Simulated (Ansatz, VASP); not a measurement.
# GaAs in two plane-wave programs, part 2 of 2

Wanted: the spread between two codes on one cell, functional and k mesh.  Valence electrons are named where the data sets of a main pair hold unlike numbers.

VASP 6.6.1 and Ansatz 0.2.0.

So far: The structure; VASP: band structure, r2SCAN-EpsX with an exact-exchange share of 0.041; Ansatz: band structure, r2SCAN-EpsX with an exact-exchange share of 0.041.

## Step 4: Comparison

Known differences besides the potentials themselves: exact exchange at q = 0 is treated differently, which shows on coarse meshes; VASP keeps PBE cores, Ansatz makes them for the functional; the data sets hold 28 valence electrons in Ansatz (on its default PAW (the set named soft_2) files) and 18 in VASP; the cutoff is 500 eV in Ansatz and 400 eV in VASP; VASP takes a coarser grid for exact exchange (PRECFOCK = Fast). Total energies have different zeros and are not compared.

The two programs side by side:

```tsv
quantity	Ansatz	VASP	difference
gap over the path points (eV)	1.231	1.214	+0.017
```

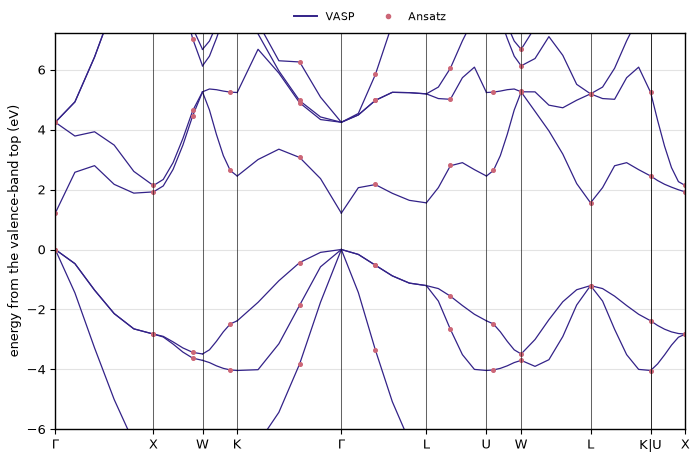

Bands from VASP (lines) and levels from Ansatz (dots). Dots without a line are higher empty bands that the VASP plot leaves out.

Levels at points of the path, from each program's valence-band top (eV; 3 filled, then empty):

```tsv
k (reciprocal lattice)	Ansatz	VASP
0.000 0.000 0.000	0.00 0.00 0.00 1.23 4.25 4.25	0.00 0.00 0.00 1.21 4.25 4.25
0.500 0.000 0.500	-7.10 -2.82 -2.82 1.93 2.14 11.17	-7.11 -2.82 -2.82 1.92 2.13 11.15
0.500 0.200 0.700	-6.92 -3.63 -3.44 4.47 4.64 7.04	-6.93 -3.62 -3.43 4.46 4.63 7.03
0.400 0.350 0.750	-6.90 -4.02 -2.48 2.64 5.26 8.38	-6.90 -4.02 -2.48 2.63 5.25 8.37
0.150 0.150 0.300	-3.81 -1.86 -0.43 3.08 4.90 4.97	-3.81 -1.86 -0.43 3.07 4.89 4.96
0.200 0.200 0.200	-3.35 -0.52 -0.52 2.18 4.99 4.99	-3.35 -0.52 -0.52 2.17 4.98 4.98
0.550 0.400 0.550	-6.82 -2.66 -1.56 2.80 5.02 6.06	-6.82 -2.66 -1.56 2.79 5.01 6.05
0.600 0.250 0.650	-6.90 -4.02 -2.48 2.64 5.26 8.38	-6.90 -4.02 -2.48 2.63 5.25 8.37
0.500 0.250 0.750	-6.90 -3.70 -3.49 5.26 5.28 6.14	-6.91 -3.70 -3.49 5.26 5.26 6.13
0.500 0.500 0.500	-6.93 -1.21 -1.21 1.57 5.20 5.20	-6.93 -1.21 -1.21 1.56 5.20 5.20
```

Among the levels compared at these points, filled levels agree within 6 meV and empty ones within 18 meV.

## Step 5: Ansatz: band structure, B3LYP with an exact-exchange share of 0.2

The same path points are solved in both programs, so levels can be compared one by one.

Input file input.yaml:

```yaml
crystal:
  lattice:
    - [0.0, 2.82685, 2.82685]
    - [2.82685, 0.0, 2.82685]
    - [2.82685, 2.82685, 0.0]
  atoms:
    - { symbol: Ga, position: [0.0, 0.0, 0.0] }
    - { symbol: As, position: [0.25, 0.25, 0.25] }
hamiltonian:
  xc: b3lyp
  pseudopotentials: { kind: paw }
kpoints:
  mp_grid: { grid: [4, 4, 4] }
  band_path:
    path:
      - [0.0, 0.0, 0.0]
      - [0.5, 0.0, 0.5]
      - [0.5, 0.2, 0.7]
      - [0.4, 0.35, 0.75]
      - [0.15, 0.15, 0.3]
      - [0.2, 0.2, 0.2]
      - [0.55, 0.4, 0.55]
      - [0.6, 0.25, 0.65]
      - [0.5, 0.25, 0.75]
      - [0.5, 0.5, 0.5]
      - [0.375, 0.375, 0.75]
      - [0.5, 0.0, 0.5]
    npoints: 1
scf:
  occupations: { method: gaussian, width: 0.02 }
  n_extra_bands: 7
output:
  forces: true
  stress: true
  eigenvalues: true
```

The run is started by

```
ansatz run input.yaml --threads 4 --pin off --max-ram 9216MiB --backend cpu --events-out ev --progress --plain --runs-dir out
```

Numbers of over 12 decimals in the logs are rounded to 6 here.

The log of the run:

```text
[...]
Crystal: 2 atoms, lattice volume = 45.179 Å³
Basis set: ecut = 420 eV, 893 PW (Γ), exchange–correlation on 54×54×54 points (8 copies of the dense FFT grid, shifted against one another)
Bands: 21, of which v1, the nominal top of the filled ones, is band 14 counted from 1 (13 counted from 0)
Symmetry: 24 space group operations
[...]
k-points: 8 of 64 (time reversal used)
[...]
--- Band table (eV; the first three rows and the last of 8) ---
  k-point 0: bands = [... 10 lower, -5.9846, 7.8042, 7.8042, 7.8042, 9.4230, 12.7783, 12.7783, 12.7783, ... 3 higher]
  k-point 1: bands = [... 10 lower, -5.2590, 3.4073, 7.0932, 7.0932, 10.4008, 13.6961, 13.6961, 15.1375, ... 3 higher]
  k-point 2: bands = [... 10 lower, -4.1242, 0.6591, 6.5827, 6.5827, 9.9318, 13.7519, 13.7519, 17.0663, ... 3 higher]
  k-point 7: bands = [... 10 lower, -3.2688, 0.6355, 4.0690, 4.2978, 13.7564, 13.8323, 14.5987, 15.2226, ... 3 higher]
[key lines of the parts left out:]
Free energy (F): -8658.056852 eV
Fermi energy:    8.613703 eV
P = ⅓ Tr σ = 4.4029 GPa (44.029 kbar)
```

Run time: 18 s. Hardware: 4 threads of Arm Neoverse V2, shared host; peak memory 0.72 GiB; 67 s of CPU time.

## Step 6: VASP: band structure, B3LYP with an exact-exchange share of 0.2

The same cell, functional (in two slightly different forms), mesh and smearing now go to VASP, with its own data sets.

The run reads the wave functions of an earlier VASP run, which isn't shown here.

Input file INCAR:

```
SYSTEM = GaAs
PREC = Accurate
ENCUT = 400
EDIFF = 1E-06
NELM = 100
ISMEAR = 0
SIGMA = 0.02
LREAL = .FALSE.
ALGO = Normal
LHFCALC = .TRUE.
AEXX = 0.2
GGA = B3
AGGAX = 0.72
AGGAC = 0.81
ALDAC = 0.19
LASPH = .TRUE.
NBANDS = 15
PRECFOCK = Fast
HFRCUT = -1
LORBIT = 11
LWAVE = .FALSE.
LCHARG = .FALSE.
KPAR = 4
```

Input file POSCAR:

```
GaAs
1.0
    0.0000000000      2.8268500000      2.8268500000
    2.8268500000      0.0000000000      2.8268500000
    2.8268500000      2.8268500000      0.0000000000
Ga As
1 1
Direct
    0.0000000000      0.0000000000      0.0000000000
    0.2500000000      0.2500000000      0.2500000000
```

Input file KPOINTS:

```
Automatic mesh
0
Gamma
4 4 4
0 0 0
```

Input file KPOINTS_OPT:

```
Line mode
6
Line-mode
Reciprocal
  0.00000000   0.00000000   0.00000000 GAMMA
  0.50000000   0.00000000   0.50000000 X

  0.50000000   0.00000000   0.50000000 X
  0.50000000   0.25000000   0.75000000 W

  0.50000000   0.25000000   0.75000000 W
  0.37500000   0.37500000   0.75000000 K

  0.37500000   0.37500000   0.75000000 K
  0.00000000   0.00000000   0.00000000 GAMMA

  0.00000000   0.00000000   0.00000000 GAMMA
  0.50000000   0.50000000   0.50000000 L

  0.50000000   0.50000000   0.50000000 L
  0.62500000   0.25000000   0.62500000 U

  0.62500000   0.25000000   0.62500000 U
  0.50000000   0.25000000   0.75000000 W

  0.50000000   0.25000000   0.75000000 W
  0.50000000   0.50000000   0.50000000 L

  0.50000000   0.50000000   0.50000000 L
  0.37500000   0.37500000   0.75000000 K

  0.62500000   0.25000000   0.62500000 U
  0.50000000   0.00000000   0.50000000 X
```

Potentials, in the order of the species: Ga_d and As (PBE family, release 64).

The run is started by

```
mpirun -np 4 vasp_std
```

The log of the run:

```text
[banner, memory and clock lines left out]
running    4 mpi-ranks, on    1 nodes
[...]
[... a notice as in an earlier step ...]

 LDA part: xc-table for (Slater(with rela. corr.)+VWN3), standard interpolation
 found WAVECAR, reading the header
 POSCAR, INCAR and KPOINTS ok, starting setup
[...]
HFRCUT set to (new)   8.837781
 reading WAVECAR
 the WAVECAR file was read successfully
 initial charge from wavefunction
 entering main loop
       N       E                     dE             d eps       ncg     rms          rms(c)
DAV:   1    -0.892834280225E+01   -0.89283E+01   -0.34754E-01   359   0.115E+01    0.137E+00
DAV:   2    -0.892590621757E+01    0.24366E-02   -0.40253E-02   320   0.317E+00    0.936E-01
DAV:   3    -0.892374825139E+01    0.21580E-02   -0.38723E-03   317   0.962E-01    0.576E-01
DAV:   4    -0.892341703598E+01    0.33122E-03   -0.93309E-04   310   0.281E-01    0.357E-01
DAV:   5    -0.892338267265E+01    0.34363E-04   -0.15514E-04   304   0.846E-02    0.218E-01
[...]
DAV:   8    -0.892336915850E+01    0.10198E-05   -0.96153E-07   190   0.627E-03    0.461E-02
DAV:   9    -0.892336901854E+01    0.13996E-06   -0.50393E-07   141   0.521E-03
   1 F= -.89233690E+01 E0= -.89233690E+01  d E =-.162887E-20
 Start KPOINTS_OPT (optional k-point list driver)
k-point batch [1-8\60]
       N       E                     dE             ncg
DAV:   1    -0.353010521535E+03   -0.29676E+04      240
DAV:   2    -0.112192643582E+04   -0.76892E+03      268
DAV:   3    -0.118098878381E+04   -0.59062E+02      303
DAV:   4    -0.118239795909E+04   -0.14092E+01      297
DAV:   5    -0.118241531406E+04   -0.17355E-01      331
DAV:   6    -0.118241576413E+04   -0.45007E-03      379
DAV:   7    -0.118241577021E+04   -0.60795E-05      307
DAV:   8    -0.118241577043E+04   -0.21531E-06      282
[...]
k-point batch [57-60\60]
       N       E                     dE             ncg
DAV:   1     0.211972952606E+04   -0.26992E+04      120
DAV:   2     0.174574165717E+04   -0.37399E+03      120
DAV:   3     0.171706772414E+04   -0.28674E+02      148
DAV:   4     0.171648626018E+04   -0.58146E+00      149
DAV:   5     0.171648009671E+04   -0.61635E-02      162
DAV:   6     0.171647991259E+04   -0.18412E-03      186
DAV:   7     0.171647991034E+04   -0.22462E-05      153
DAV:   8     0.171647991028E+04   -0.61310E-07      137
```

OUTCAR, selected parts (step 6):

```text
 POSITION                                       TOTAL-FORCE (eV/Angst)
 -----------------------------------------------------------------------------------
      0.00000      0.00000      0.00000         0.000000      0.000000      0.000000
      1.41342      1.41342      1.41342        -0.000000     -0.000000     -0.000000
 -----------------------------------------------------------------------------------
    total drift:                               -0.000047     -0.000046     -0.000030

  FREE ENERGIE OF THE ION-ELECTRON SYSTEM (eV)
  ---------------------------------------------------
  free  energy   TOTEN  =        -8.9233690185 eV

  energy  without entropy=       -8.9233690185  energy(sigma->0) =       -8.92336902

[... 2 parts as in an earlier step ...]

[... 1 further part left out ...]
[key lines of the parts left out:]
E-fermi :   3.6840
```

## Step 7: Comparison

What differs besides the data sets and the points named for the pairs above, as far as they apply: the data sets hold 28 valence electrons in Ansatz (on its default PAW (the set named soft_2) files) and 18 in VASP; the cutoff is 420 eV in Ansatz and 400 eV in VASP; VASP's log shows a relativistic correction to its local exchange, Ansatz's none. Total energies have different zeros and are not compared.

Both answers:

```tsv
quantity	Ansatz	VASP	difference
gap over the path points (eV)	1.619	1.670	-0.051
```

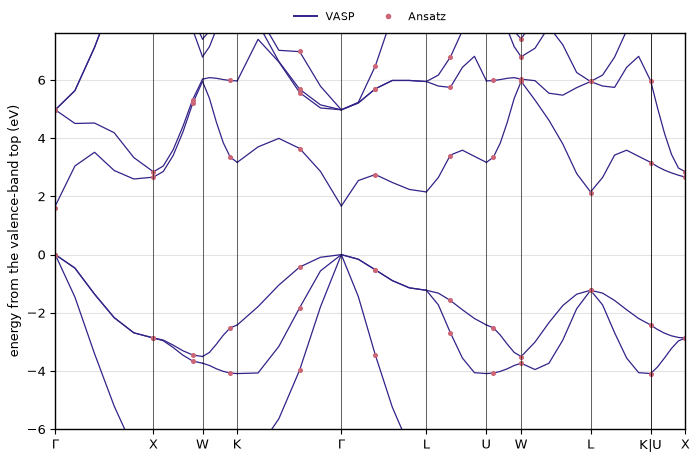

Bands from VASP (lines) and levels from Ansatz (dots). Dots without a line are higher empty bands that the VASP plot leaves out.

Levels at points of the path, from each program's valence-band top (eV; 3 filled, then empty):

```tsv
k (reciprocal lattice)	Ansatz	VASP
0.000 0.000 0.000	0.00 0.00 0.00 1.62 4.97 4.97	0.00 0.00 0.00 1.67 4.97 4.97
0.500 0.000 0.500	-7.37 -2.86 -2.86 2.65 2.83 11.79	-7.37 -2.86 -2.86 2.66 2.84 11.79
0.500 0.200 0.700	-7.19 -3.66 -3.45 5.19 5.33 7.73	-7.18 -3.66 -3.45 5.19 5.33 7.73
0.400 0.350 0.750	-7.16 -4.07 -2.51 3.34 5.98 9.08	-7.15 -4.07 -2.52 3.35 5.98 9.07
0.150 0.150 0.300	-3.97 -1.83 -0.42 3.63 5.57 5.69	-3.96 -1.82 -0.43 3.65 5.57 5.68
0.200 0.200 0.200	-3.46 -0.52 -0.52 2.72 5.70 5.70	-3.45 -0.52 -0.52 2.75 5.70 5.70
0.550 0.400 0.550	-7.05 -2.69 -1.57 3.40 5.75 6.80	-7.04 -2.68 -1.57 3.42 5.75 6.79
0.600 0.250 0.650	-7.16 -4.07 -2.51 3.34 5.98 9.08	-7.15 -4.07 -2.52 3.35 5.98 9.07
0.500 0.250 0.750	-7.17 -3.73 -3.51 5.95 6.03 6.79	-7.16 -3.73 -3.50 5.95 6.03 6.80
0.500 0.500 0.500	-7.14 -1.22 -1.22 2.13 5.95 5.95	-7.14 -1.23 -1.23 2.15 5.95 5.95
```

Among the levels compared at these points, filled levels agree within 11 meV and empty ones within 51 meV.

## Step 8: Outcome

```json
{"largest difference of a filled level at the path points (band structure, r2SCAN-EpsX with an exact-exchange share of 0.041)": "5.7 meV", "largest difference of a filled level at the path points (band structure, B3LYP with an exact-exchange share of 0.2)": "11 meV", "difference in gap over the path points (band structure, B3LYP with an exact-exchange share of 0.2)": "-0.051 eV"}
```

The difference in gap over the path points is -0.051 eV (band structure, B3LYP with an exact-exchange share of 0.2), within the 0.08 eV picked in this series as the mark of a large difference. The data sets hold unlike numbers of valence electrons (28 in Ansatz and 18 in VASP), so part of the differences comes from the potentials. Such differences can come from data sets, numerical settings and the points named under the comparisons, not from the functional's error against experiment.

[Lines on the potential files, build, host, timing and source positions are cut from VASP's logs without a mark.]

[Logs are printed without paths, hosts, clocks, repeated set-up lines and the standing remarks that a program may print on its own settings, such as how far it seeks lower states.]

[Hosts, paths, dates, database ids (printed as entryN), source tags and the programs' standing remarks are cut or masked in the printed files.]
